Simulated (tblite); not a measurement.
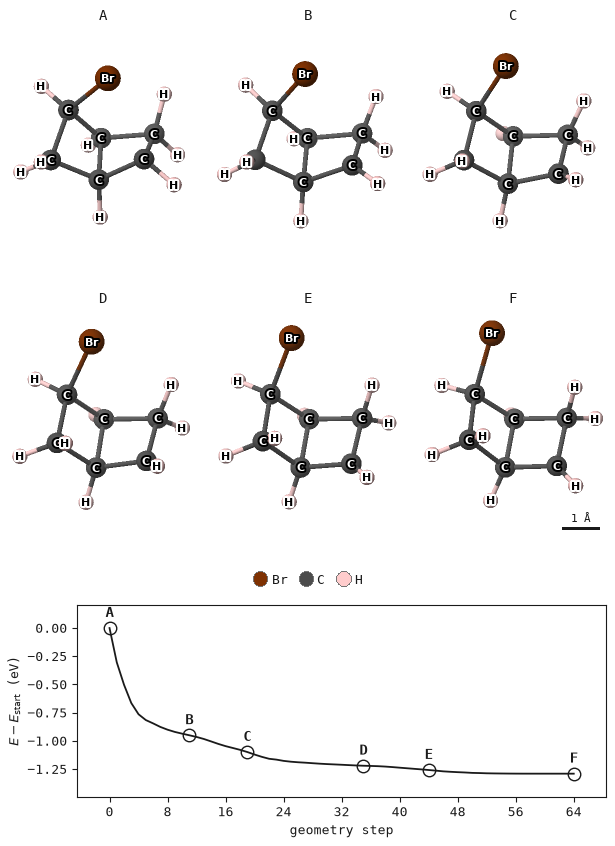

Frames of a relaxation of C6H8Br (multiplicity 2), marked on the history of the run. Style: ball-and-stick. Shown at a tilt.

Method: tblite, GFN2-xTB geometry optimisation, gas phase. 

> Describe the path.

The atom that moves furthest after the best rigid fit is the Br atom (1.22 Å). Largest moves by element: Br 1.22 Å, H 0.94 Å, C 0.81 Å. Near-neighbour distances that change, for instance: Br–C 2.513 → 4.064 Å, Br–C 2.834 → 3.303 Å, C–C 1.481 → 1.562 Å, C–C 1.484 → 1.540 Å. Among the angles between lasting bonds that change: C–C–H 108.6° → 131.9°, C–C–H 117.4° → 131.8°, Br–C–H 114.1° → 105.1°. Groups turn about C–C by about 40°, C–C by about 40°, C–C by about 35°. Over 64 geometry steps the energy falls by 1.290 eV. From step 0 to 11: a C atom moves most (0.28 Å), energy −0.950 eV. From step 11 to 19: an H atom moves most (0.31 Å), energy −0.149 eV. From step 19 to 35: an H atom moves most (0.37 Å), energy −0.121 eV. From step 35 to 44: an H atom moves most (0.37 Å), energy −0.038 eV. From step 44 to 64: an H atom moves most (0.32 Å), energy −0.032 eV.

| step | E − E(0), eV |
| --- | --- |
| 0 | 0.0000 |
| 1 | -0.3039 |
| 2 | -0.5026 |
| 3 | -0.6645 |
| 4 | -0.7638 |
| 5 | -0.8150 |
| 6 | -0.8444 |
| 7 | -0.8759 |
| 8 | -0.9005 |
| 9 | -0.9202 |
| 10 | -0.9355 |
| 13 | -0.9828 |
| 16 | -1.0461 |
| 19 | -1.0984 |
| 21 | -1.1411 |
| 24 | -1.1768 |
| 27 | -1.1929 |
| 30 | -1.2053 |
| 33 | -1.2144 |
| 36 | -1.2216 |
| 38 | -1.2272 |
| 41 | -1.2422 |
| 44 | -1.2577 |
| 47 | -1.2735 |
| 50 | -1.2832 |
| 53 | -1.2879 |
| 55 | -1.2893 |
| 58 | -1.2900 |
| 61 | -1.2901 |
| 64 | -1.2902 |
